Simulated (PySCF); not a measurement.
# GaPH3Cl3 (SMILES [PH3+][Ga-]([Cl])([Cl])[Cl]): levels of theory compared

Wanted: a comparison of 6 runs (HF/3-21G, HF/def2-SVP, PBE/def2-SVP, wB97X/aug-cc-pVDZ, SVWN5/def2-TZVP, CCSD(T)/def2-SVP) of GaPH3Cl3. The job is set up through a Python script.

The results are computed with PySCF 2.14.0.

2 further runs of the same task are left out: 2 set aside as unsound or not needed.

### Step 1. The system as given

The species is GaPH3Cl3 (8 atoms), meant as a singlet with charge 0. SMILES: `[PH3+][Ga-]([Cl])([Cl])[Cl]`. The shape is that of a PBE0-D4/def2-TZVP optimisation.

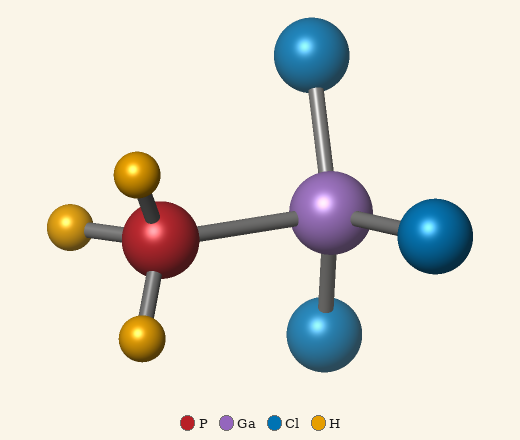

Viewed from a chosen angle; phosphorus red, gallium purple, chlorine blue, hydrogen amber.

### Step 2. Energy and gradient at HF/3-21G (run 1)

run.py

```python
from pyscf import gto

system = gto.M(
    atom='''
P     -1.022900    -0.126700     0.469800
Ga     1.222800     0.133700    -0.565700
Cl     2.062900    -1.803600    -0.144000
Cl     0.659500     0.530100    -2.605600
Cl     1.978300     1.794200     0.577800
H     -1.882300     0.986400     0.432900
H     -1.065100    -0.446800     1.839000
H     -1.861100    -1.124400    -0.060100
''',
    charge=0,
    max_memory=1860,
    basis='3-21g',
    spin=0,
    verbose=4,
)

mf = system.RHF()
mf.conv_tol = 1e-10
mf.kernel()
if not mf.converged:
    mf = mf.newton().run(mf.mo_coeff, mf.mo_occ)

etot = mf.e_tot
print('Final energy', etot)
grad = mf.nuc_grad_method().kernel()
dip = mf.dip_moment()
pop, q = mf.mulliken_pop()
```

Run with:

```console
$ OMP_NUM_THREADS=1 python run.py
```

What it wrote:

```text
PySCF version 2.14.0

[... 60 lines left out ...]
converged SCF energy = -3626.66468664996
Final energy -3626.6646866499614
[... 11 lines left out ...]
Dipole moment(X, Y, Z, Debye): -6.45482, -0.74895,  2.97288
[... 89 lines left out ...]
charge of    7H =      0.05682
```

Run time: 14 s. Hardware: 1 thread of Intel Xeon at 2.50GHz (Skylake/Cascade Lake), shared host; peak memory 0.16 GiB.

### Step 3. Energy and gradient at HF/def2-SVP (run 2)

calc.py

```python
# [PH3+][Ga-]([Cl])([Cl])[Cl]
import pyscf.grad
from pyscf import gto

mol = gto.Mole()
mol.atom = '''
P     -1.933001    -0.239428     0.887793
Ga     2.310757     0.252656    -1.069018
Cl     3.898316    -3.408310    -0.272121
Cl     1.246274     1.001744    -4.923870
Cl     3.738445     3.390547     1.091884
H     -3.557031     1.864026     0.818062
H     -2.012747    -0.844330     3.475206
H     -3.516969    -2.124808    -0.113573
'''
mol.verbose = 4
mol.unit = 'bohr'
mol.basis = 'def2-svp'
mol.charge = 0
mol.max_memory = 1860
mol.build()

myscf = mol.RHF()
myscf.conv_tol = 1e-10
myscf.kernel()
if not myscf.converged:
    myscf = myscf.newton().run(myscf.mo_coeff, myscf.mo_occ)

e_final = myscf.e_tot
print('Final energy', e_final)
grad = myscf.Gradients().kernel()
dip = myscf.dip_moment()
pop, q = myscf.mulliken_pop()
```

Run with:

```console
$ OMP_NUM_THREADS=1 python calc.py
```

What it wrote:

```text
PySCF version 2.14.0

[... 64 lines left out ...]
converged SCF energy = -3643.63603970104
Final energy -3643.636039701036
[... 11 lines left out ...]
Dipole moment(X, Y, Z, Debye): -5.79617, -0.67215,  2.66994
[... 128 lines left out ...]
charge of    7H =      0.03781
```

Wall time 44 s (1 thread of Intel Xeon at 2.50GHz (Skylake/Cascade Lake), shared host); peak memory 0.31 GiB.

Runs 3 to 4 aren't shown in full; the table further down has their settings and results.

### Step 4. Energy and gradient at SVWN5/def2-TZVP (run 5)

job.py

```python
# [PH3+][Ga-]([Cl])([Cl])[Cl]
from pyscf import gto, dft

mol = gto.Mole()
mol.atom = [
    ('P', (-1.022900, -0.126700, 0.469800)),
    ('Ga', (1.222800, 0.133700, -0.565700)),
    ('Cl', (2.062900, -1.803600, -0.144000)),
    ('Cl', (0.659500, 0.530100, -2.605600)),
    ('Cl', (1.978300, 1.794200, 0.577800)),
    ('H', (-1.882300, 0.986400, 0.432900)),
    ('H', (-1.065100, -0.446800, 1.839000)),
    ('H', (-1.861100, -1.124400, -0.060100)),
]
mol.basis = 'def2-tzvp'
mol.spin = 0
mol.max_memory = 1860
mol.verbose = 4
mol.build()

mf = dft.RKS(mol, xc='svwn')
mf.grids.level = 5
mf.conv_tol = 1e-10
mf.kernel()
if not mf.converged:
    mf = mf.newton().run(mf.mo_coeff, mf.mo_occ)

etot = mf.e_tot
print('E(%s) = %.9f' % ('SVWN5', etot))
grad = mf.nuc_grad_method().kernel()
mf.analyze()
```

Run with:

```console
$ OMP_NUM_THREADS=1 python job.py
```

What it wrote:

```text
PySCF version 2.14.0

[... 108 lines left out ...]
MO #6   energy= -45.2992845204713  occ= 2
[... 25 lines left out ...]
MO #32  energy= -0.790621904430916 occ= 2
[... 25 lines left out ...]
MO #58  energy= 0.0960668799661938 occ= 0
[... 25 lines left out ...]
MO #84  energy= 0.383771178597173  occ= 0
[... 25 lines left out ...]
MO #110 energy= 0.981848728692626  occ= 0
[... 25 lines left out ...]
MO #136 energy= 1.68647343997617   occ= 0
[... 25 lines left out ...]
MO #162 energy= 2.02089579510283   occ= 0
[... 25 lines left out ...]
MO #188 energy= 2.57275829194122   occ= 0
[... 25 lines left out ...]
MO #214 energy= 24.8285757287946   occ= 0
[... 225 lines left out ...]
Dipole moment(X, Y, Z, Debye): -5.21648, -0.60522,  2.40327
```

Run time: 9.6 min. Hardware: 1 thread of Intel Xeon at 2.50GHz (Skylake/Cascade Lake), shared host; peak memory 0.82 GiB.

### Step 5. A single-point energy at CCSD(T)/def2-SVP (run 6)

start.xyz

```xyz
8
Cl3GaH3P
P     -1.022900    -0.126700     0.469800
Ga     1.222800     0.133700    -0.565700
Cl     2.062900    -1.803600    -0.144000
Cl     0.659500     0.530100    -2.605600
Cl     1.978300     1.794200     0.577800
H     -1.882300     0.986400     0.432900
H     -1.065100    -0.446800     1.839000
H     -1.861100    -1.124400    -0.060100
```

input.py

```python
from pyscf import gto, cc

molecule = gto.M(
    atom='start.xyz',
    charge=0,
    verbose=4,
    max_memory=1860,
    basis='def2-svp',
)

calc0 = molecule.RHF()
calc0.conv_tol = 1e-10
calc0.kernel()
if not calc0.converged:
    calc0 = calc0.newton().run(calc0.mo_coeff, calc0.mo_occ)

mycc = cc.CCSD(calc0, frozen=29)
mycc.kernel()
e_t = mycc.ccsd_t()
e_final = mycc.e_tot + e_t
print('E = %.10f Eh' % e_final)
calc0.analyze()
```

Run with:

```console
$ OMP_NUM_THREADS=1 python input.py
```

What it wrote:

```text
PySCF version 2.14.0

[... 100 lines left out ...]
Two-electron Coulomb Energy =         2374.869650024707880
[... 16 lines left out ...]
MO #14  energy= -8.00578756323455  occ= 2
[... 14 lines left out ...]
MO #29  energy= -4.54950754088488  occ= 2
[... 14 lines left out ...]
MO #44  energy= -0.50265800884387  occ= 2
[... 14 lines left out ...]
MO #59  energy= 0.366925591109966  occ= 0
[... 14 lines left out ...]
MO #74  energy= 0.821859929631879  occ= 0
[... 14 lines left out ...]
MO #89  energy= 1.10586731571152   occ= 0
[... 14 lines left out ...]
MO #104 energy= 1.57572550409553   occ= 0
[... 14 lines left out ...]
MO #119 energy= 2.54333530683792   occ= 0
[... 130 lines left out ...]
Dipole moment(X, Y, Z, Debye): -5.79617, -0.67215,  2.66994
```

Wall time 2.7 min (1 thread of Intel Xeon at 2.50GHz (Skylake/Cascade Lake), shared host); peak memory 0.9 GiB.

### Step 6. The series

```csv
run,level,integration grid,task,energy (Eh),dipole moment (D) of the reference,HOMO energy (eV),LUMO energy (eV),wall time
1,HF/3-21G,–,gradient,-3626.664687,7.15,-12.21,2.53,14 s
2,HF/def2-SVP,–,gradient,-3643.636040,6.42,-11.69,3.00,44 s
3,PBE/def2-SVP,5,gradient,-3646.967890,5.94,-6.94,-1.48,92 s
4,wB97X/aug-cc-pVDZ,5,gradient,-3648.810968,6.15,-11.14,0.42,12 min
5,SVWN5/def2-TZVP,5,gradient,-3640.102844,5.78,-7.38,-2.13,9.6 min
6,CCSD(T)/def2-SVP,–,energy,-3644.435578,6.42,-11.69,3.00,2.7 min
```

### Step 7. Summary of results

| quantity | value |
| --- | --- |
| run 6: total energy | -3644.43558 Eh |
| run 6: dipole moment (Hartree–Fock density) | 6.42 D |
| run 6: HOMO energy (Hartree–Fock orbitals) | -11.69 eV |
| run 6: LUMO energy (Hartree–Fock orbitals) | 3.00 eV |
| run 6: HOMO–LUMO gap (Hartree–Fock orbitals) | 14.68 eV |
| run 6: correlation energy (29 core orbitals frozen) | -799.5 mEh |
| run 6: (T) correction | -19.82 mEh |
| run 6: T1 diagnostic | 0.010 |

In words: Over runs 1, 2, 3, 4, 5 the dipole moment (its size) runs from 5.78 D (SVWN5/def2-TZVP) to 7.15 D (HF/3-21G). The two ends differ in method and basis. Over runs 1, 2, 3, 4, 5 the HOMO–LUMO gap runs from 5.25 eV (SVWN5/def2-TZVP) to 14.74 eV (HF/3-21G). Totals of different functionals can't be ranked against each other. All runs together took 27 min, the longest 12 min.
